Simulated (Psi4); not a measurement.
# SiCNCl2F (SMILES N#C[Si](F)(Cl)Cl): wB97X-V/cc-pVDZ

What is the energy change on altering one bond length of SiCNCl2F at wB97X-V/cc-pVDZ? 

The calculation is run with Psi4 1.11.

6 further runs of the same task are left out: 6 that didn't finish. Runs told in other sessions of the task aren't counted.

## Step 1: The structure to begin with

SiCNCl2F has 6 atoms, charge 0, and is taken as a singlet. As SMILES, `N#C[Si](F)(Cl)Cl`. Geometry: relaxed at PBE0-D4/def2-TZVP.

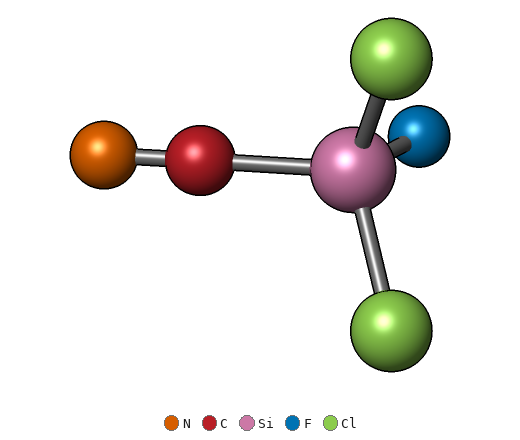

Viewed from a chosen angle; nitrogen orange, carbon red, silicon pink, fluorine blue, chlorine green.

## Step 2: The energy at wB97X-V/cc-pVDZ

Input file ccl2fnsi.inp:

```
memory 2200 MB

molecule {
  0 1
  N      3.31193401    -2.57191726     2.10553285
  C      1.74440619    -1.44242795     1.10719054
  Si    -0.72168641     0.39740940    -0.47129770
  F     -2.78073199    -1.51537138    -1.43392418
  Cl     0.79916518     2.22439662    -3.42512860
  Cl    -2.27352950     2.78677912     2.03013278
  units bohr
  symmetry c1
}

set {
  basis cc-pVDZ
  puream true
  e_convergence 1e-09
  d_convergence 1e-08
  scf_type pk
  dft_radial_points 99
  dft_spherical_points 590
}

energy("wb97x-v")
```

The run is started by

```sh
$ psi4 -n 1 ccl2fnsi.inp ccl2fnsi.out
```

ccl2fnsi.out:

```text
[...]
  Running in c1 symmetry.
[...]
  Nuclear repulsion =  414.637220101123148
[...]
  Multiplicity = 1
[...]
  Nalpha       = 35
  Nbeta        = 35
[...]
    Number of basis functions: 96
[...]
   @RKS iter   1: -1402.39728394366807   -5.35349e-01   5.15252e-03 ADIIS/DIIS
[...]
   @RKS iter  12: -1402.50812365893489   -5.45697e-12   4.80042e-09 DIIS
[...]
    Orbital Energies [Eh]
    ---------------------
    Doubly Occupied:
       1A   -101.569293     2A   -101.569277     3A    -66.324301
       4A    -24.819456     5A    -14.465576     6A    -10.334577
       7A     -9.600892     8A     -9.600861     9A     -7.353965
      10A     -7.353946    11A     -7.347115    12A     -7.347096
      13A     -7.347016    14A     -7.346997    15A     -5.552867
      16A     -3.904742    17A     -3.903701    18A     -3.902313
      19A     -1.375432    20A     -1.069184    21A     -1.023966
      22A     -0.995761    23A     -0.754342    24A     -0.660431
      25A     -0.617321    26A     -0.617184    27A     -0.568896
      28A     -0.543063    29A     -0.509796    30A     -0.499260
      31A     -0.491158    32A     -0.485589    33A     -0.470995
      34A     -0.467401    35A     -0.459522
[...]
  @RKS Final Energy: -1402.50812365893489
   => Energetics <=
    Nuclear Repulsion Energy =            414.6372201011231482
    One-Electron Energy =               -2760.9876752382215273
    Two-Electron Energy =                1018.2859941701362914
    DFT Exchange-Correlation Energy =     -74.7307068261714846
    Empirical Dispersion Energy =           0.0000000000000000
    VV10 Nonlocal Energy =                  0.2870441341985311
    Total Energy =                      -1402.5081236589348919
[...]
 Multipole Moments:
 ------------------------------------------------------------------------------------
     Multipole            Electronic (a.u.)      Nuclear  (a.u.)        Total (a.u.)
 ------------------------------------------------------------------------------------
 L = 1.  Multiply by 2.5417464519 to convert [e a0] to [Debye]
 Dipole X            :         -1.9449043            1.5047054           -0.4401989
 Dipole Y            :          1.1672118           -0.5990593            0.5681526
 Dipole Z            :         -1.2151083            0.9091388           -0.3059695
 Magnitude           :                                                    0.7811465
[...]
```

Wall time 2.8 min (1 thread of Intel Xeon Platinum 8259CL at 2.50GHz (Skylake/Cascade Lake), shared host); peak memory 1.3 GiB.

## Step 3: The distorted shape

Input file run.py:

```python
import psi4

psi4.set_memory(2200000000)
psi4.set_num_threads(1)
psi4.set_output_file('run.log', False)

mol = psi4.geometry("""
0 1
N      1.108776    -2.134420     2.364648
C      0.279276    -1.536720     1.836348
Si    -1.025724    -0.563120     1.001048
F     -2.115324    -1.575320     0.491648
Cl     0.422900     1.177100    -1.812500
Cl    -1.846924     0.701280     2.324748
units angstrom
symmetry c1
""")

options = {'basis': 'cc-pVDZ', 'puream': True, 'e_convergence': 1e-09, 'd_convergence': 1e-08, 'scf_type': 'pk', 'dft_radial_points': 99, 'dft_spherical_points': 590}
psi4.set_options(options)

e_tot = psi4.energy('wb97x-v')
print('E =', round(e_tot, 9))
```

The run is started by

```sh
$ python run.py
```

run.log:

```text
[...]
  Running in c1 symmetry.
[...]
  Nuclear repulsion =  354.778716981974128
[...]
  Multiplicity = 1
[...]
  Nalpha       = 35
  Nbeta        = 35
[...]
    Number of basis functions: 96
[...]
   @RKS iter   1: -1402.09082171027831   -8.20777e-01   6.15776e-03 ADIIS/DIIS
[...]
   @RKS iter  16: -1402.32930169898896   -4.77485e-12   8.50799e-09 DIIS
[...]
    Orbital Energies [Eh]
    ---------------------
    Doubly Occupied:
       1A   -101.619127     2A   -101.492871     3A    -66.387817
       4A    -24.870231     5A    -14.506964     6A    -10.377432
       7A     -9.649837     8A     -9.515204     9A     -7.403468
      10A     -7.396090    11A     -7.395518    12A     -7.271774
      13A     -7.260952    14A     -7.260947    15A     -5.612319
      16A     -3.964314    17A     -3.963586    18A     -3.961276
      19A     -1.422134    20A     -1.107407    21A     -1.054489
      22A     -0.864153    23A     -0.797740    24A     -0.700020
      25A     -0.657676    26A     -0.646108    27A     -0.600637
      28A     -0.542214    29A     -0.537661    30A     -0.528992
      31A     -0.515652    32A     -0.507300    33A     -0.375395
      34A     -0.375306    35A     -0.375027
[...]
  @RKS Final Energy: -1402.32930169898896
   => Energetics <=
    Nuclear Repulsion Energy =            354.7787169819741280
    One-Electron Energy =               -2640.4783102938081356
    Two-Electron Energy =                 957.6599191566731406
    DFT Exchange-Correlation Energy =     -74.5799554801018587
    Empirical Dispersion Energy =           0.0000000000000000
    VV10 Nonlocal Energy =                  0.2903279362738871
    Total Energy =                      -1402.3293016989891839
[...]
 Multipole Moments:
 ------------------------------------------------------------------------------------
     Multipole            Electronic (a.u.)      Nuclear  (a.u.)        Total (a.u.)
 ------------------------------------------------------------------------------------
 L = 1.  Multiply by 2.5417464519 to convert [e a0] to [Debye]
 Dipole X            :         -2.6015492            1.3493778           -1.2521714
 Dipole Y            :          0.2986144           -0.7856529           -0.4870385
 Dipole Z            :          0.4094638            1.2108191            1.6202829
 Magnitude           :                                                    2.1048649
[...]
```

The script printed:

```text
E = -1402.329301699
```

Wall time 2.9 min (1 thread of Intel Xeon Platinum 8259CL at 2.50GHz (Skylake/Cascade Lake), shared host); peak memory 1.2 GiB.

## Step 4: Outcome

At wB97X-V/cc-pVDZ:

| quantity | value |
| --- | --- |
| first shape: total energy | -1402.50812 Eh |
| first shape: dipole moment | 1.99 D |
| first shape: HOMO energy | -12.50 eV |
| first shape: LUMO energy | 1.05 eV |
| first shape: HOMO–LUMO gap | 13.55 eV |
| distorted shape: total energy | -1402.32930 Eh |
| distorted shape: dipole moment | 5.35 D |
| distorted shape: HOMO energy | -10.20 eV |
| distorted shape: LUMO energy | -4.00 eV |
| distorted shape: HOMO–LUMO gap | 6.21 eV |
| energy change with the Si3–Cl5 bond stretched from 2.006 to 3.611 Å | 4.866 eV |

In words: With the Si3–Cl5 bond stretched from 2.006 to 3.611 Å the energy rises by 4.87 eV (112 kcal/mol). The first shape isn't relaxed at this level, so the change isn't measured from a minimum. A restricted reference can't describe the breaking bond well at this length.
